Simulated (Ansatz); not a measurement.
# Hf (model cell, started as body-centred cubic): relaxing the cell for a phonon run

Task: relax Hf (model cell, started as body-centred cubic) tightly.

Calculated with Ansatz 0.2.0; DFT PBEsol, scalar-relativistic, plane waves, PAW; PAW set soft_1.

This is not the structure that Hf takes at ambient pressure and room temperature (hexagonal, No. 194); it is a model or a phase of other conditions.

### Step 1. Set-up

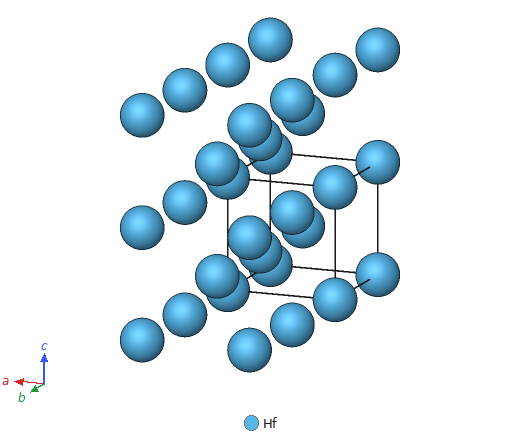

Start, viewed from a free direction; hafnium blue. 1×3×2 cells are drawn. This picture shows the conventional cell, with its axes. Some periodic images of atoms are drawn too.

### Step 2. A coarse first look

First a cheap look: the gap decides the mesh and the occupations, the pressure tells how far the cell has to move.

input.yaml

```yaml
crystal:
  lattice:
    - [-1.765, 1.765, 1.765]
    - [1.765, -1.765, 1.765]
    - [1.765, 1.765, -1.765]
  atoms:
    - { symbol: Hf, position: [0.0, 0.0, 0.0] }
kpoints:
  mp_grid: { grid: [8, 8, 8] }
hamiltonian:
  xc: pbesol
  pseudopotentials: { kind: paw, azcp: { folder: soft_1 }, xc_functional: pbe }
scf:
  occupations: { method: gaussian, width: 0.1 }
output:
  forces: true
  stress: true
  eigenvalues: true
```

Started as:

```sh
$ ansatz run input.yaml --threads 8 --pin off --max-ram 16384MiB --backend cpu --events-out ev --progress --plain --runs-dir out
```

Numbers of over 12 decimals in the logs are rounded to 6 here.

The program printed:

```text
Engine: ansatz 0.2.0, aarch64-unknown-linux-gnu
Pseudopotentials: kind: paw
Pseudopotential: Hf, paw, valence charge 26, recommended cutoff 420 eV (normal), soft_1/Hf.paw.azcp
Functional definition: PBEsol
  exchange = pbesol_x
  correlation = pbesol_c
Crystal: 1 atoms, lattice volume = 21.993 Å³
[...]
--- Band table (eV; the first three rows and the last of 29) ---
  k-point 0: bands = [... 9 lower, 6.6337, 6.6649, 10.9004, 19.5020, 19.5020, 19.5020, 22.3472, 22.3472]
  k-point 1: bands = [... 9 lower, 6.6310, 6.6552, 11.4763, 19.1196, 19.3023, 20.0857, 21.8635, 22.3552]
  k-point 2: bands = [... 9 lower, 6.6271, 6.6462, 12.9267, 18.3377, 18.5442, 21.7448, 21.8349, 22.5090]
  k-point 28: bands = [... 9 lower, 6.6426, 6.6426, 15.3463, 15.3463, 24.8874, 24.8874, 24.8874, 25.3549]
[key lines of the parts left out:]
SCF converged after 8 iterations
Free energy (F): -15598.639834 eV
Fermi energy:    17.966872 eV
P = ⅓ Tr σ = -3.3726 GPa (-33.726 kbar)
```

Wall time 0.48 s (8 threads of Arm Neoverse V1, shared host); peak memory 0.29 GiB; 1.5 s of CPU time.

Numbers from this step:

* pressure: -3.373 GPa
* volume per atom: 21.99 Å³
* gap on the k-mesh: 0 eV

The coarse mesh shows no gap and a pressure of -3.4 GPa.

### Step 3. Bringing the structure to rest

The cell and atoms are relaxed, since residual forces and stress would shift the frequencies.

input.yaml, the sections that differ from step 2:

```yaml
kpoints:
  mp_grid: { grid: [16, 16, 16] }
output:
  forces: true
  stress: true
  eigenvalues: true
  write_density: true
  write_potential: true
  elf: true
  volumetric_format: npy
relax:
  adjacent_minimum: "off"
  f_tol: 0.005
  max_steps: 80
  cell: { stress_tol: 0.05 }
# crystal, hamiltonian, scf: as in step 2
```

The program printed:

```text
[...]
Crystal: 1 atoms, lattice volume = 21.993 Å³
Basis set: ecut = 420 eV, 429 PW (Γ), exchange–correlation on 48×48×48 points (8 copies of the dense FFT grid, shifted against one another)
Bands: 17, of which v1, the nominal top of the filled ones, is band 13 counted from 1 (12 counted from 0)
Symmetry: 48 space group operations
[...]
k-points: 145 of 4096
[...]
SCF iter   1: F=—  HF=-15598.739411 eV  |F-HF|=—  |Δ(HF+E_count)|=         —  Δρ=3.08e-2  dr2=2.73e-1  ethr=3.10e-3  ⟨swp⟩=5.2  Hψ=11146  notcnv=0
[...]
SCF iter   7: F=-15598.634253 eV  HF=-15598.634253 eV  |F-HF|=6.32e-9  |Δ(HF+E_count)|=   2.46e-6  Δρ=2.35e-5  dr2=7.46e-8  ethr=3.85e-10  ⟨swp⟩=10.0  Hψ=21755  notcnv=0
SCF 1 converged in 7 iterations: F = -15598.634253 eV  dr2 = 7.46e-8
[...]
relax step   1: F+E_penalty+E_count = -15598.63425333 eV  Δ(F+E_penalty+E_count) = +0.000e0 eV  max|allowed force component| = 0.000e0 eV/Å  Δτ_max = 0.0000 Å  P = -3.441 GPa  Ω = 21.993 Å³  (7 SCF iters, dr2 threshold 1.00e-7 eV, accepted)
Crystal: 1 atoms, lattice volume = 20.485 Å³
Basis set: ecut = 420 eV, 381 PW (Γ), exchange–correlation on 48×48×48 points (8 copies of the dense FFT grid, shifted against one another)
[...]
iter 1 solved again at ethr=1.89e-6 eV; its pass at ethr=3.10e-3 eV (dr2=4.91e-4 eV) is discarded
[...]
SCF iter   6: F=-15598.632481 eV  HF=-15598.632481 eV  |F-HF|=4.93e-8  |Δ(HF+E_count)|=   3.02e-7  Δρ=9.64e-6  dr2=2.32e-8  ethr=3.22e-10  ⟨swp⟩=8.9  Hψ=17044  notcnv=0
SCF 2 converged in 6 iterations: F = -15598.632481 eV  dr2 = 2.32e-8
relax step   2: F+E_penalty+E_count = -15598.63248076 eV  Δ(F+E_penalty+E_count) = +1.773e-3 eV  max|allowed force component| = 0.000e0 eV/Å  Δτ_max = 0.0000 Å  P = +4.272 GPa  Ω = 20.485 Å³  energy of the carried Pulay correction = +3.883e-4 eV  (6 SCF iters, dr2 threshold 1.00e-7 eV, rejected (line search))
Crystal: 1 atoms, lattice volume = 21.294 Å³
[...]
SCF iter   8: F=-15598.642413 eV  HF=-15598.642413 eV  |F-HF|=1.82e-12  |Δ(HF+E_count)|=  5.46e-12  Δρ=8.33e-8  dr2=7.78e-13  ethr=1.00e-12  ⟨swp⟩=7.0  Hψ=13402  notcnv=0
SCF 3 converged in 8 iterations: F = -15598.642413 eV  dr2 = 7.78e-13
relax step   3: F+E_penalty+E_count = -15598.64241310 eV  Δ(F+E_penalty+E_count) = -8.160e-3 eV  max|allowed force component| = 0.000e0 eV/Å  Δτ_max = 0.0000 Å  P = -0.141 GPa  Ω = 21.294 Å³  energy of the carried Pulay correction = +1.767e-4 eV  (8 SCF iters, accepted)
[...]
relax step   4: F+E_penalty+E_count = -15598.64243270 eV  Δ(F+E_penalty+E_count) = -1.960e-5 eV  max|allowed force component| = 0.000e0 eV/Å  Δτ_max = 0.0000 Å  P = +0.005 GPa  Ω = 21.265 Å³  energy of the carried Pulay correction = +1.841e-4 eV  (2 SCF iters, dr2 threshold 4.95e-8 eV, accepted)
[...]
SCF iter   6: F=-15598.642254 eV  HF=-15598.642254 eV  |F-HF|=3.64e-12  |Δ(HF+E_count)|=  1.27e-11  Δρ=1.34e-7  dr2=3.07e-12  ethr=1.00e-12  ⟨swp⟩=5.5  Hψ=14770  notcnv=0
SCF 5 converged in 6 iterations: F = -15598.642254 eV  dr2 = 3.07e-12
relax step   5: F+E_penalty+E_count = -15598.64225415 eV  Δ(F+E_penalty+E_count) = +1.786e-4 eV  max|allowed force component| = 0.000e0 eV/Å  Δτ_max = 0.0000 Å  P = +0.002 GPa  Ω = 21.265 Å³  stress off target by 1.95e-3 GPa  SCF on the basis re-selected at this cell (its energy is not comparable with the rows above)  (6 SCF iters)
basis re-selected at this cell: Δ(F+E_penalty+E_count) = +1.786e-4 eV, ΔP = -0.003 GPa vs the last step (what re-selecting the basis moved, of the pressure what is left beyond the Pulay correction that the steps carried, after the strain that the cell walked since its last selection, with what the two solves' SCF thresholds leave and, on support functions, any second-order correction that the steps lacked; it is no measure of the basis error at this ecutwfc). This SCF's stress stands 1.95e-3 GPa from its target on what of the cell is left free (relax.cell.stress_tol is 5.00e-2 GPa) and its largest allowed force component is 0.00e0 eV/Å (relax.f_tol is 5.00e-3 eV/Å): [rest of the remark cut]
SCF converged after 6 iterations
Free energy (F): -15598.642254 eV
[...]
Internal energy: -15598.635100 eV  (E = F + TS)
E sigma→0 (E₀):  -15598.638677 eV
Entropy (-TS):   -0.007154 eV (-7.154 meV/atom)
Fermi energy:    18.683982 eV
[...]
--- Stress (GPa, compression-positive) ---
        0.001948      -0.000000      -0.000000
        0.000000       0.001948      -0.000000
        0.000000      -0.000000       0.001948
  P = ⅓ Tr σ = 0.0019 GPa (0.019 kbar)
--- Band table (eV; the first three rows and the last of 145) ---
  k-point 0: bands = [... 9 lower, 7.4288, 7.4647, 11.4836, 20.2173, 20.2173, 20.2173, 23.1611, 23.1611]
  k-point 1: bands = [... 9 lower, 7.4280, 7.4616, 11.6377, 20.1087, 20.1783, 20.3712, 22.9808, 23.1596]
  k-point 2: bands = [... 9 lower, 7.4258, 7.4540, 12.0823, 19.8170, 20.0089, 20.8270, 22.6524, 23.1680]
  k-point 144: bands = [... 9 lower, 7.4394, 7.4394, 15.8843, 15.8843, 25.8393, 25.8393, 25.8393, 26.3243]
--- Relaxed structure (4 steps of the walk, 3 accepted, 1 SCFs on fresh bases) ---
  F+E_penalty+E_count = -15598.64225415 eV   max|allowed force component| = 0.000e0 eV/Å   (the final SCF, on the basis selected at the relaxed cell)
  cell:  # Å, volume = 21.2651 Å³
    - [-1.745295, 1.745295, 1.745295]
    - [1.745295, -1.745295, 1.745295]
    - [1.745295, 1.745295, -1.745295]
  atoms:
    - { symbol: Hf, position: [0.0, 0.0, 0.0] }
```

The job ended after 3.5 s (8 threads; peak memory 0.39 GiB; 22 s of CPU time).

The steps of the relaxation:

```
step  energy less that of the first step (eV)  largest force component (eV/Å)  pressure (GPa)  volume (Å³)
   1                                   0.0000                          0.0000           -3.44        21.99
   2                                   0.0018                          0.0000            4.27        20.48
   3                                  -0.0082                          0.0000           -0.14        21.29
   4                                  -0.0082                          0.0000            0.00        21.27
  5*                                  -0.0080                          0.0000            0.00        21.27
```

Relaxation steps marked * repeat the geometry before them on a plane-wave basis chosen anew for their cell, so energy and pressure can jump there. Relaxation step 2 was tried and not accepted.

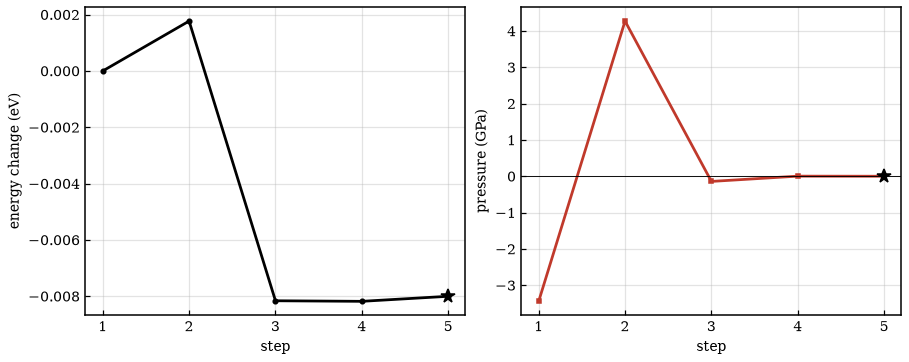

Energy and pressure along the relaxation. Stars mark steps on a basis chosen anew.

```
conventional cell, symmetrised  before  after  change
                         a (Å)   3.530  3.491  -1.1 %
                         b (Å)   3.530  3.491  -1.1 %
                         c (Å)   3.530  3.491  -1.1 %
              volume (Å³/atom)   21.99  21.27  -3.3 %
```

Final coordinates:

```xyz
1
Lattice="-1.7453 1.7453 1.7453 1.7453 -1.7453 1.7453 1.7453 1.7453 -1.7453" Properties=species:S:1:pos:R:3 pbc="T T T"
Hf    0.0000    0.0000    0.0000
```

Numbers from this step:

- pressure: 0.001948 GPa
- volume per atom: 21.27 Å³

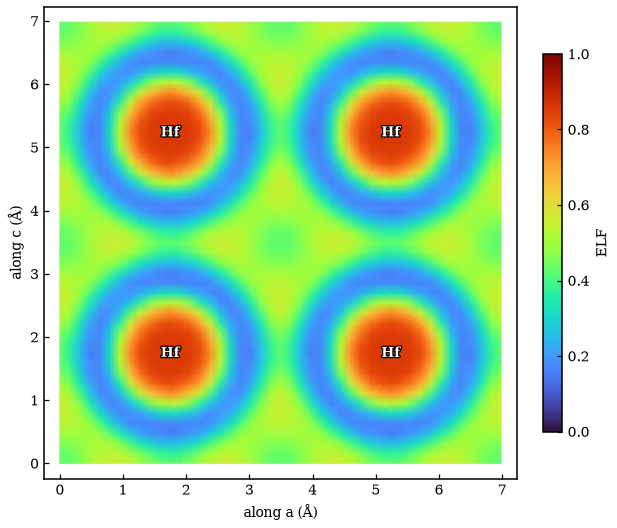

ELF in the ac plane of the conventional cell at fractional y = 0.000, with atoms of Hf within 0.2 Å of it. It is the smooth field of the valence electrons, not physical close to the nuclei. The map starts off the cell's origin, so that atoms lie inside it.

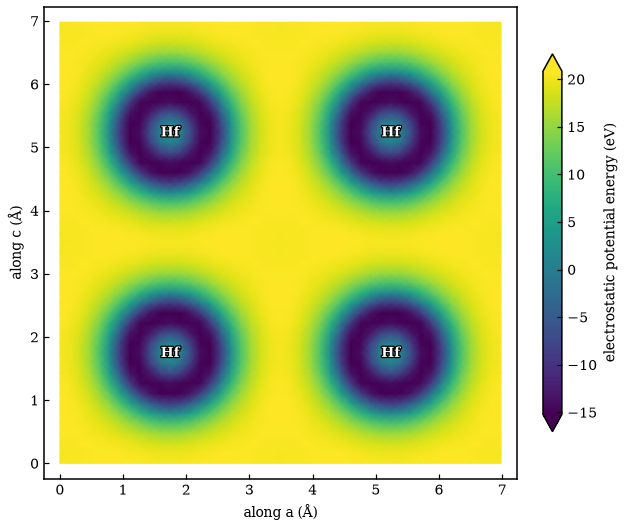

Electrostatic potential energy in the ac plane of the conventional cell at fractional y = 0.000, with atoms of Hf within 0.2 Å of it. With pseudopotentials it is smooth inside the atoms' cores, unlike the true potential. The map starts off the cell's origin, so that atoms lie inside it.

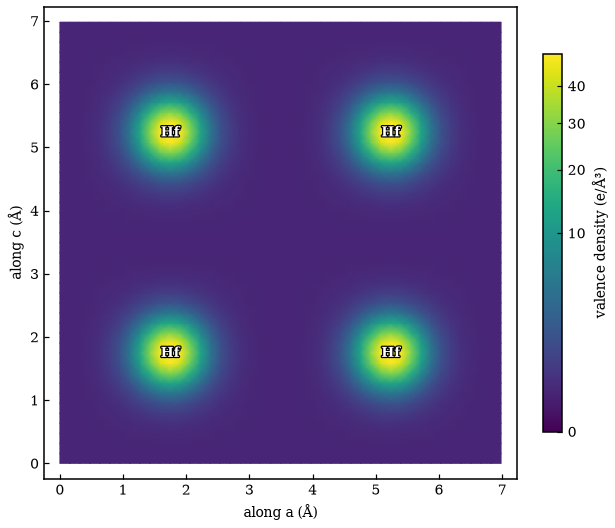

Valence density in the ac plane of the conventional cell at fractional y = 0.000, with atoms of Hf within 0.2 Å of it. It is the smooth field of the valence electrons, not physical close to the nuclei. The map starts off the cell's origin, so that atoms lie inside it. The colour scale is stretched toward low values.

In this step the volume went from 21.99 to 21.27 Å³/atom.

### Step 4. Tight relaxation

Phonons need a cell at rest on their own settings, so the relaxation is repeated with tight tolerances on forces and stress on the k mesh and occupations of the first response run.

input.yaml, the sections that differ from step 3:

```yaml
crystal:
  lattice:
    - [-1.745295015, 1.745295015, 1.745295015]
    - [1.745295015, -1.745295015, 1.745295015]
    - [1.745295015, 1.745295015, -1.745295015]
  atoms:
    - { symbol: Hf, position: [0.0, 0.0, 0.0] }
scf:
  occupations: { method: methfessel_paxton, width: 0.2 }
output:
  forces: true
  stress: true
  eigenvalues: true
relax:
  adjacent_minimum: "off"
  f_tol: 0.001
  max_steps: 60
  cell: { stress_tol: 0.01 }
# kpoints, hamiltonian: as in step 3
```

The program printed:

```text
[...]
Crystal: 1 atoms, lattice volume = 21.265 Å³
Basis set: ecut = 420 eV, 429 PW (Γ), exchange–correlation on 48×48×48 points (8 copies of the dense FFT grid, shifted against one another)
Bands: 17, of which v1, the nominal top of the filled ones, is band 13 counted from 1 (12 counted from 0)
Symmetry: 48 space group operations
[...]
k-points: 145 of 4096
[...]
k-point 144: bands = [... 9 lower, 7.4685, 7.4685, 15.9036, 15.9036, 25.8740, 25.8740, 25.8740, 26.3590]
--- Relaxed structure (3 steps of the walk, 2 accepted, 1 SCFs on fresh bases) ---
[...]
cell:  # Å, volume = 21.2400 Å³
    - [-1.744609, 1.744609, 1.744609]
    - [1.744609, -1.744609, 1.744609]
    - [1.744609, 1.744609, -1.744609]
  atoms:
    - { symbol: Hf, position: [0.0, 0.0, 0.0] }
[key lines of the parts left out:]
SCF converged after 4 iterations
Free energy (F): -15598.637054 eV
Fermi energy:    18.708087 eV
P = ⅓ Tr σ = -0.0003 GPa (-0.003 kbar)
```

Run time: 2.7 s. Hardware: 8 threads; peak memory 0.38 GiB; 16 s of CPU time.

Little changed from the start: no atom moved by 0.005 Å and no cell edge by 0.1 %.

This step gave:

| Quantity | Value |
| --- | --- |
| pressure | -2.76e-4 GPa |
| volume per atom | 21.24 Å³ |

The forces vanish by symmetry and the pressure is 0.000 GPa, within the tolerances set. The cell now holds 21.24 Å³/atom.

### Step 5. What came out

```json
{
  "space group after relaxation (within 0.01 Å)": "Im-3m",
  "lattice constant a": "3.489 Å",
  "lattice constant b": "3.489 Å",
  "lattice constant c": "3.489 Å",
  "volume per atom": "21.2 Å³"
}
```

The forces vanish by symmetry and the pressure is 0.000 GPa, within the tolerances set. The cell now holds 21.24 Å³/atom. The relaxation keeps the symmetry of its start, so it says nothing on stability against lower symmetry. Spin-orbit coupling is left out, which can matter for the heavy elements here. The PAW files were made for PBE and serve the other functionals too. The starting cell was built on a prototype and not taken from a measurement, so the phase need not exist.

[Logs are printed without paths, hosts, clocks, repeated set-up lines and the standing remarks that a program may print on its own settings, such as how far it seeks lower states.]

[Hosts, paths, dates, database ids (printed as entryN), source tags and the programs' standing remarks are cut or masked in the printed files.]
